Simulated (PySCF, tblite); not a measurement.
**C5H4ClF2 radical: geometry, infrared bands and EPR parameters**

Aim: predict the infrared bands and EPR parameters of C5H4ClF2 radical (`C[C@H]1[C]=C1C(F)(F)Cl`).

The runs use tblite 0.8.0 and PySCF 2.14.0, with density-fitted response routines of our own; the level of theory stands in each step. All values are computed, except where a source is named. Atoms count from 0, in the outputs and in this text.

## Step 1: The starting structure

12 atoms, charge 0, multiplicity 2; geometry from: force field or distance geometry start.

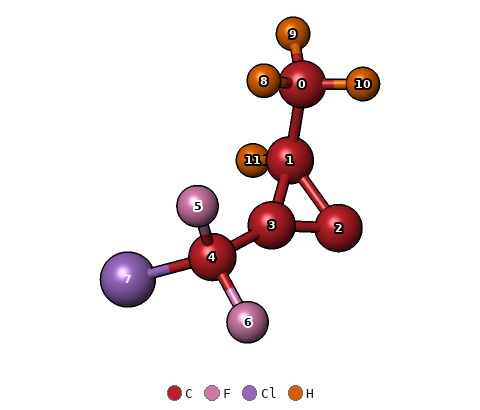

As it starts; carbon red, fluorine pink, chlorine purple, hydrogen orange, atoms numbered.

## Step 2: Optimising the geometry with GFN2-xTB

The job: settings as JSON, then the geometry in Å.

```
{"job": {"kind": "relax", "xc": "GFN2-xTB", "basis": "xTB"}, "charge": 0, "multiplicity": 2}
C     -1.700700     0.006900     0.444300
C     -0.763700    -0.693500    -0.480000
C     -0.249700    -0.013900    -1.686500
C      0.549200     0.030100    -0.649000
C      1.824900     0.426100     0.033400
F      1.582600     1.215300     1.119200
F      2.504500     1.213100    -0.903900
Cl     2.700700    -1.032900     0.476300
H     -1.121800     0.498700     1.241700
H     -2.474500    -0.679000     0.873200
H     -2.191100     0.828100    -0.133500
H     -0.659200    -1.799500    -0.361200
```

On the command line:

```bash
$ OMP_NUM_THREADS=1 python probes_run.py task.json out
```

This one command runs all jobs of the session in turn.

The log of the run:

```text
step      E/eV     max force
  0    -722.62011    2.236
  1    -722.83445    1.014
  2    -722.88663    0.621
  3    -722.90430    0.703
  4    -722.92899    0.604
  5    -722.94803    0.430
  6    -722.96183    0.254
  7    -722.96889    0.207
  8    -722.97470    0.206
  9    -722.97820    0.153
 10    -722.98085    0.165
 11    -722.98328    0.171
 12    -722.98575    0.127
 13    -722.98744    0.104
 14    -722.98849    0.111
 15    -722.98938    0.094
 16    -722.99017    0.080
 17    -722.99074    0.073
 18    -722.99117    0.058
 19    -722.99155    0.065
 20    -722.99193    0.048
 21    -722.99231    0.053
 22    -722.99270    0.055
 23    -722.99321    0.079
 24    -722.99395    0.093
 25    -722.99494    0.112
 26    -722.99607    0.115
 27    -722.99724    0.101
 28    -722.99832    0.122
 29    -722.99917    0.099
 30    -722.99975    0.054
 31    -723.00018    0.055
 32    -723.00061    0.058
 33    -723.00114    0.084
 34    -723.00175    0.077
 35    -723.00235    0.094
 36    -723.00292    0.088
 37    -723.00351    0.066
 38    -723.00420    0.087
 39    -723.00511    0.101
 40    -723.00647    0.151
 41    -723.00851    0.201
 42    -723.00818    0.310
 43    -723.01349    0.136
 44    -723.01621    0.097
 45    -723.01911    0.164
 46    -723.02010    0.107
 47    -723.02178    0.089
 48    -723.02313    0.069
 49    -723.02372    0.063
 50    -723.02408    0.077
 51    -723.02450    0.058
 52    -723.02494    0.077
 53    -723.02547    0.063
 54    -723.02592    0.062
 55    -723.02630    0.049
 56    -723.02652    0.048
 57    -723.02675    0.031
 58    -723.02687    0.022
 59    -723.02696    0.036
 60    -723.02704    0.029
 61    -723.02723    0.035
 62    -723.02740    0.039
 63    -723.02759    0.038
 64    -723.02781    0.033
 65    -723.02804    0.034
 66    -723.02823    0.036
 67    -723.02840    0.035
 68    -723.02853    0.033
 69    -723.02864    0.028
 70    -723.02874    0.049
 71    -723.02887    0.031
 72    -723.02900    0.036
 73    -723.02908    0.033
 74    -723.02915    0.028
 75    -723.02925    0.025
 76    -723.02933    0.024
 77    -723.02938    0.019
 78    -723.02940    0.011
 79    -723.02941    0.008
```

It took 0.38 s on 1 thread of Arm Neoverse V2, shared host.

The steps of the relaxation: (not every step is listed)

```tsv
step	energy from step 0 (eV)	largest force (eV/Å)
0	0.0000	2.2362
1	-0.2143	1.0144
2	-0.2665	0.6210
3	-0.2842	0.7030
4	-0.3089	0.6042
5	-0.3279	0.4305
6	-0.3417	0.2535
7	-0.3488	0.2075
8	-0.3546	0.2055
14	-0.3684	0.1107
20	-0.3718	0.0475
26	-0.3760	0.1153
32	-0.3805	0.0583
38	-0.3841	0.0866
44	-0.3961	0.0970
50	-0.4040	0.0771
56	-0.4064	0.0479
62	-0.4073	0.0388
68	-0.4084	0.0326
74	-0.4090	0.0277
75	-0.4091	0.0250
76	-0.4092	0.0240
77	-0.4093	0.0188
78	-0.4093	0.0112
79	-0.4093	0.0085
```

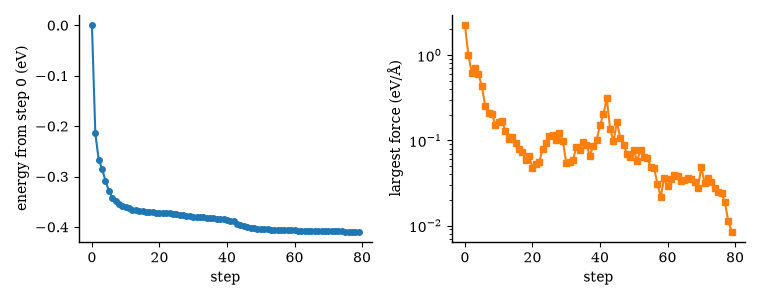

Energy and force, step by step.

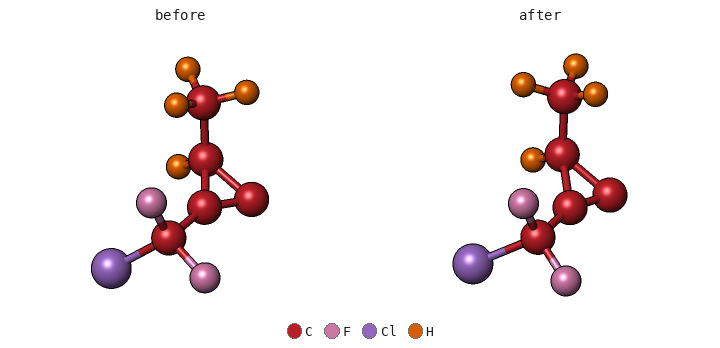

The geometry before (left) and after (right).

Distances of close pairs at the start and the end, largest changes first:

```tsv
bond	before (Å)	after (Å)	change (Å)
C1–C3	1.509	1.591	+0.082
C4–F6	1.400	1.342	-0.058
C4–Cl7	1.758	1.814	+0.056
C3–C4	1.500	1.454	-0.046
C1–H11	1.117	1.086	-0.032
C0–H10	1.117	1.087	-0.031
C0–H9	1.119	1.090	-0.030
C2–C3	1.310	1.289	-0.021
```

The end geometry stands in the next job.

## Step 3: Harmonic vibrations with GFN2-xTB

The job: settings as JSON, then the geometry in Å.

```
{"job": {"kind": "ir", "xc": "GFN2-xTB", "basis": "xTB"}, "charge": 0, "multiplicity": 2}
C     -1.750184    -0.006204     0.478545
C     -0.724382    -0.711242    -0.344671
C     -0.280309    -0.188173    -1.667382
C      0.602022     0.061419    -0.761870
C      1.830481     0.513423    -0.129832
F      1.602445     1.362099     0.895831
F      2.647577     1.162522    -0.974278
Cl     2.731400    -0.911019     0.541526
H     -1.497735    -0.081744     1.536891
H     -2.725699    -0.472027     0.340549
H     -1.815580     1.043652     0.204678
H     -0.618836    -1.773391    -0.146013
```

The log of the run:

```text
mode    cm-1     km/mol
  1      17.6      1.44
  2      94.1      2.44
  3     108.8      1.24
  4     147.2      0.56
  5     237.9      0.45
  6     312.6      0.73
  7     347.3     14.93
  8     378.7      6.87
  9     401.1      3.14
 10     438.7      5.37
 11     522.5      1.04
 12     594.1      6.73
 13     743.8     86.26
 14     858.7     34.99
 15     878.4     83.56
 16     910.3      5.35
 17    1014.7    149.75
 18    1023.3     27.52
 19    1090.2     14.41
 20    1126.1    183.74
 21    1183.0     38.49
 22    1313.7     35.46
 23    1392.3     31.31
 24    1453.3      8.89
 25    1462.1     12.46
 26    1897.0     56.50
 27    2992.4      5.93
 28    3003.8     19.60
 29    3011.6      5.28
 30    3052.8     15.58
```

It took 0.28 s on 1 thread of Arm Neoverse V2, shared host.

The strongest bands and the atoms that carry them (share of the mass-weighted mode):

```tsv
cm⁻¹	km/mol	atoms
744	86.3	C4 40 %, C3 36 %
859	35.0	H11 45 %, C4 10 %
878	83.6	H11 26 %, C4 24 %, C3 15 %
1015	149.8	C4 60 %, F5 12 %, F6 11 %
1126	183.7	C4 72 %
1183	38.5	C1 35 %, H11 33 %, C0 13 %, C2 11 %
1314	35.5	H11 51 %, C1 32 %
1897	56.5	C3 58 %, C2 38 %
```

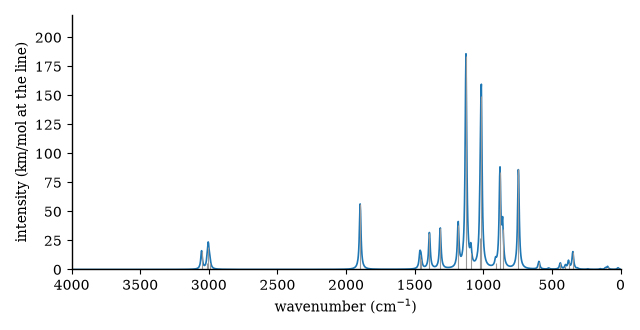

The infrared spectrum from these modes, unscaled. Lines are broadened to a width of 14 cm⁻¹ (Lorentzian).

## Step 4: EPR parameters: B3LYP/pcH-1

Settings changed since step 3:

```diff
@@ -1,2 +1,2 @@
-{"job": {"kind": "ir", "xc": "GFN2-xTB", "basis": "xTB"}, "charge": 0, "multiplicity": 2}
+{"job": {"kind": "epr", "basis": "pcH-1"}, "charge": 0, "multiplicity": 2}
 C     -1.750184    -0.006204     0.478545
```

Method: UKS B3LYP, pcH-1 on C Cl F H, non-relativistic, mean-field spin-orbit, GIAO.

The log of the run:

```text
UKS, coarse grid
  cycle   1  E = -852.51686969  |g| = 6.43e-01
  cycle   2  E = -852.19851449  |g| = 1.16e+00
  cycle   3  E = -852.66083199  |g| = 1.46e-01
  cycle   4  E = -852.66644307  |g| = 1.01e-01
  cycle   5  E = -852.67131671  |g| = 1.97e-02
  cycle   6  E = -852.67151266  |g| = 6.35e-03
  cycle   7  E = -852.67154516  |g| = 2.65e-03
  cycle   8  E = -852.67155338  |g| = 1.61e-03
  cycle   9  E = -852.67155788  |g| = 7.11e-04
UKS, final grid
  cycle   1  E = -852.67159566  |g| = 7.82e-04
  cycle   2  E = -852.67159571  |g| = 1.14e-03
  cycle   3  E = -852.67159625  |g| = 2.18e-04
  cycle   4  E = -852.67159633  |g| = 1.92e-04
  cycle   5  E = -852.67159641  |g| = 1.48e-04
  cycle   6  E = -852.67159643  |g| = 1.94e-05
  cycle   7  E = -852.67159643  |g| = 4.03e-06
E = -852.67159643 Eh   <S^2> = 0.7563 (exact 0.7500)
g shifts (ppm)      1          2          3
  rmc          -164       -164       -164
  gc              7         17         -9
  oz_so        -447         43       1656
  total        -604       -104       1483
hyperfine (MHz)  atom isotope    a_iso     a_fc   dipolar eigenvalues
    0   13C      -9.30      -9.31     -1.58      0.56      1.03
    1   13C      35.62      35.64    -29.49    -27.78     57.27
    2   13C     442.57     442.63    -56.28    -39.37     95.65
    3   13C      -8.46      -8.40    -28.10     -8.13     36.23
    4   13C       3.95       3.95     -1.44     -1.26      2.70
    5   19F      -5.60      -5.67     -9.29     -0.29      9.59
    6   19F      38.91      38.91    -24.96    -24.22     49.18
    7  35Cl       0.12       0.13     -2.85     -0.37      3.21
    8    1H      36.55      36.55     -3.10     -1.98      5.07
    9    1H      40.07      40.07     -2.53     -2.48      5.01
   10    1H       0.21       0.20     -3.39     -1.91      5.30
   11    1H     -16.28     -16.29    -13.56     -3.79     17.36
```

Wall time 72 s (1 thread of Arm Neoverse V2, shared host); peak memory 0.9 GiB.

Principal g values 2.00172, 2.00222, 2.00380; g(iso) = 2.00258, against 2.00232 for a free electron.

Mean a(iso) over the nuclei that a row names, and the largest dipolar term of the row (other rows stand at the frozen geometry):

```tsv
nuclei	isotope	a(iso) (MHz)	a(iso) (G, at g = 2.0023)	largest dipolar term (MHz)
C2	13C	442.6	157.9	95.6
F6	19F	38.9	13.9	49.2
C1	13C	35.6	12.7	57.3
H8, H9, H10	1H	25.6	9.1	5.3
H11	1H	-16.3	-5.8	17.4
C0	13C	-9.3	-3.3	-1.6
C3	13C	-8.5	-3.0	36.2
F5	19F	-5.6	-2.0	9.6
C4	13C	3.9	1.4	2.7
Cl7	35Cl	0.1	0.0	3.2
```

Mulliken spin populations:

```tsv
atom	value (e)
C0	-0.02
C1	0.29
C2	0.67
C3	0.03
C4	0.00
F5	0.00
F6	0.01
Cl7	0.00
H8	0.01
H9	0.02
H10	0.00
H11	-0.01
```

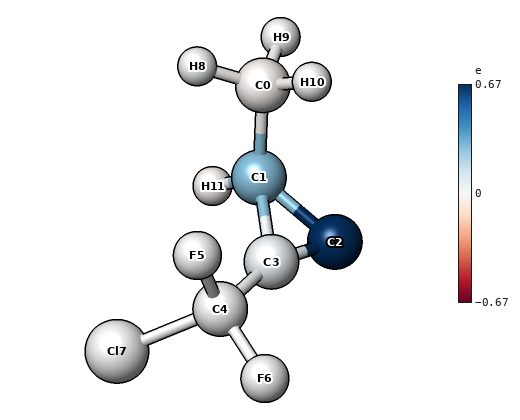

Mulliken spin populations, as colours on the atoms.

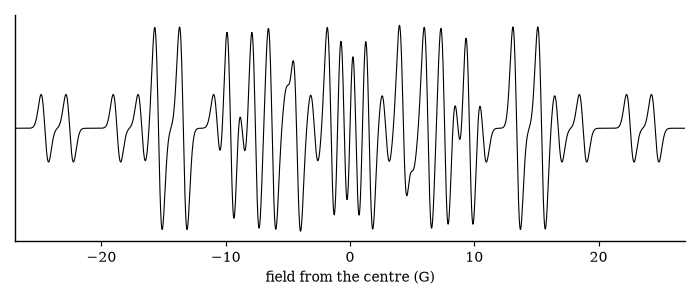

First-order isotropic spectrum (first derivative, main isotopes with spin only, couplings over 0.8 MHz, Gaussian width 0.3 G; couplings of the frozen geometry, rotation of groups not averaged beyond the rows shown).

Orbitals, density, ELF and potential are computed afterwards from the orbital file.

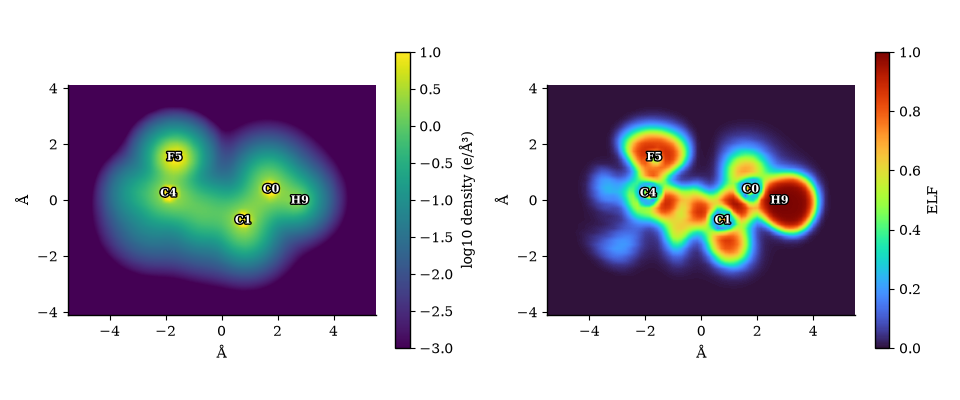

Density (left) and ELF (right) in a plane through or near 5 of the atoms.

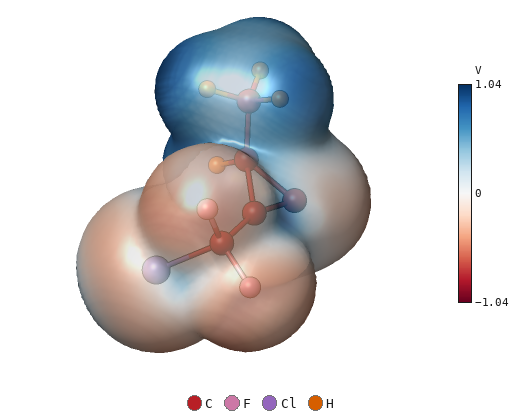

The potential that a unit positive charge feels on the 0.002 e/bohr³ surface, from -0.47 V near F6 to 1.04 V near H11.

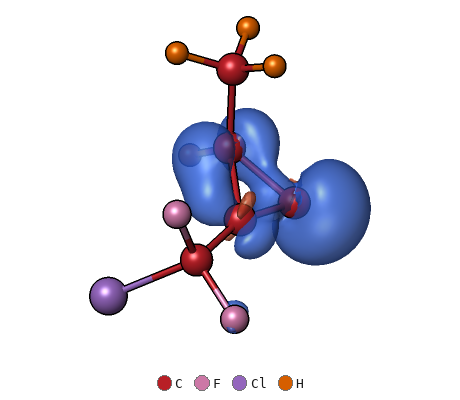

Spin density at ±0.04 e/Å³ (alpha excess blue, beta excess red).

## Step 5: What came out

| quantity | value |
| --- | --- |
| strongest single infrared mode (GFN2-xTB) | 1126 cm⁻¹, 184 km/mol |
| zero-point energy (GFN2-xTB) | 45.8 kcal/mol |
| g(iso) (B3LYP) | 2.00258 |
| ⟨S²⟩ | 0.756 (exact 0.75) |
| largest a(iso) (averaged by class) | 13C on C2, 442.6 MHz |
| surface potential, least and greatest | -0.47 V and 1.04 V |

In words: Relaxing lowered the energy by 0.409 eV in 79 steps; the close pair that moved most is C1–C3, from 1.509 to 1.591 Å. All 30 modes are real, so the xTB geometry is a minimum. The strongest single mode, at 1126 cm⁻¹, moves mainly C4. Unscaled tight-binding wavenumbers are off by several per cent, some by more. Its intensities can rank the bands wrongly. C2 carries the largest spin population, 0.67 e. The isotropic g lies 0.3 ppt above the free-electron value.
